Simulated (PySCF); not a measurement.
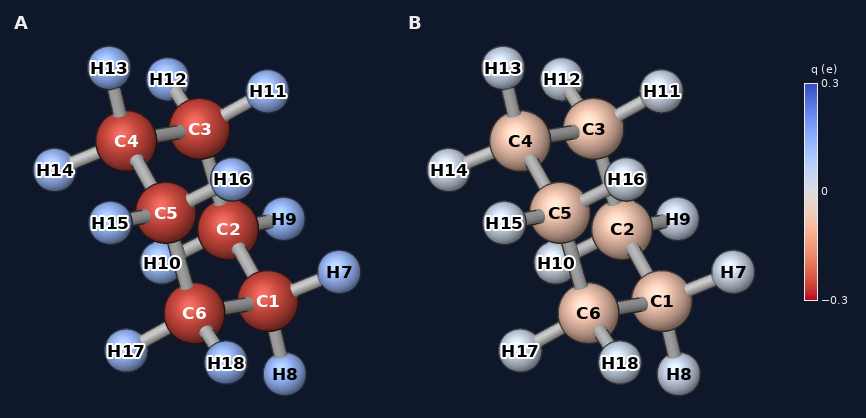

Atomic charges of one calculation by 2 schemes, on one colour scale. The geometry was computed by an optimisation with PBE0-D3(BJ)/def2-SVP. No frequency run is at hand to confirm it as a minimum. Method: PBE0/pcSseg-1 (PySCF 2.14.0).

Question: The schemes are Hirshfeld, IAO. Which panel shows which?

Answer: A IAO, B Hirshfeld.

List the charges (e), one line for each set of equivalent atoms.

| atom | IAO | Hirshfeld |
| --- | --- | --- |
| C1, C2, C3… | −0.25 | −0.07 |
| H7, H10, H11… | 0.12 | 0.03 |
| H8, H9, H12… | 0.13 | 0.04 |
